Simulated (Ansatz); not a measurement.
# Gap against strain: armchair SiC nanoribbon (N = 6, H edges)

**Method.** Ansatz 0.2.0, plane waves with PAW datasets, PBE, Fermi-Dirac smearing of 0.05 eV, no spin-orbit coupling. The period is scaled from its relaxed value of 5.393 Å and the atoms relax, within the symmetry of the start, at each strain ε (in %); gaps, in eV, are read on a band path.

| period (Å) | energy (eV a cell) | place of the conduction minimum (Γ = 0, Z = 1) | ε | gap |
| --- | --- | --- | --- | --- |
| 5.177 | +0.335 | 0.67 | −4 | 2.411 |
| 5.393 | 0.000 | 0.00 | 0 | 2.38 |
| 5.501 | +0.079 | 0.00 | 2 | 2.344 |
| 5.609 | +0.312 | 0.00 | 4 | 2.305 |
| 5.717 | +0.691 | 0.00 | 6 | 2.261 |

One run is withheld: period (Å) = 5.285, with ε = −2. Fit a straight line gap = a + b × ε to the 5 rows shown and predict it.

**Fit.** The means are 1.6 for ε and 2.34 for gap. The sum of products of deviations is −0.8903 and the sum of squares in ε is 59.2, so b = −0.8903 / 59.2 = −0.01504 and a = 2.34 − (−0.01504) × 1.6 = 2.364. The residuals' standard deviation, with 3 degrees of freedom, is σ = 0.015.

**Prediction.** gap = 2.364 + (−0.01504) × −2 = 2.394. The run gave 2.413, so the prediction less the run is −0.018. The standard error of a prediction there, σ√(1 + 1/5 + (−2 − 1.6)²/59.2), is 0.018, and the miss is 1 times that, for a point between the fitted rows. With so few rows σ is itself uncertain.

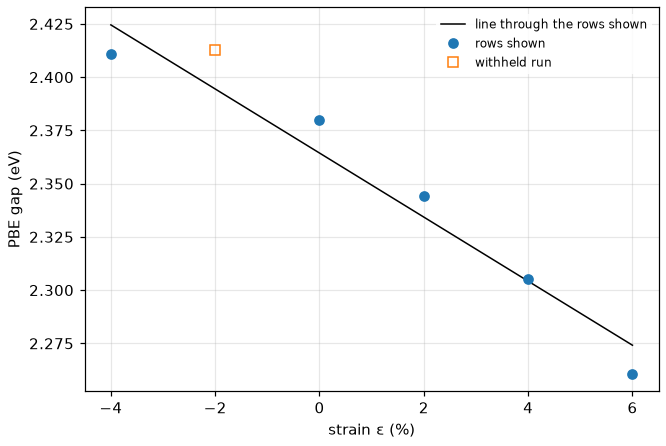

The fitted line, the rows shown and the withheld run.

The gap does not move one way: it turns somewhere between ε = -4 and 0 %, and the true extreme can lie between the rows, beyond the values shown. The conduction minimum changes its place within the series, which a single slope can't follow.

Caveats: Kohn-Sham gaps of a wire among periodic images, which in a check on one flat ribbon (7 Å apart) lowered the gap by 0.2 eV and flattened the slope; the slope b × 100 is a mean deformation potential of the gap, in eV per unit strain. Between neighbouring runs it lies between −2.2 and 0.1 eV, so a bend, a kink or scatter between runs makes one line a rough account. The unstrained row comes from a denser mesh than the others, which shifts its energy a little. Series of this kind are told only where this holds: a gap at every strain (compound wires with polar facets were set aside first). 88 of 101 did.
